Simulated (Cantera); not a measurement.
A closed system holds: 1 mol B, a varied amount of H2O, 6.5 mol H2, equilibrated at 1800 K and 10000 Pa.

Method: chemical equilibrium by Gibbs-energy minimisation in Cantera with the NASA 1993 tables (ideal gas, pure condensed phases). Candidate condensed phases: B, B2O3, B3O3H3, H2O; 23 gas species. The tables' values for BH2 are old estimates; treat these amounts as uncertain. Kinetics and transport are ignored.

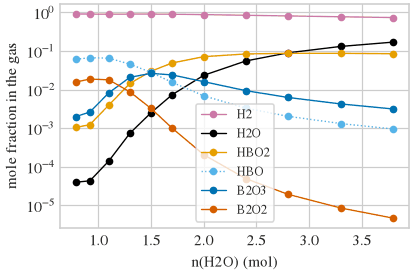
Equilibrium gas composition (values under 1e-9 drawn at 1e-9)

From 0.79 mol H2O to 0.92 mol H2O the condensed part is B(s). From 1.1 mol H2O to 3.8 mol H2O nothing is condensed. The main B-bearing gas is HBO at 0.79 mol H2O and HBO2 at 3.8 mol H2O.
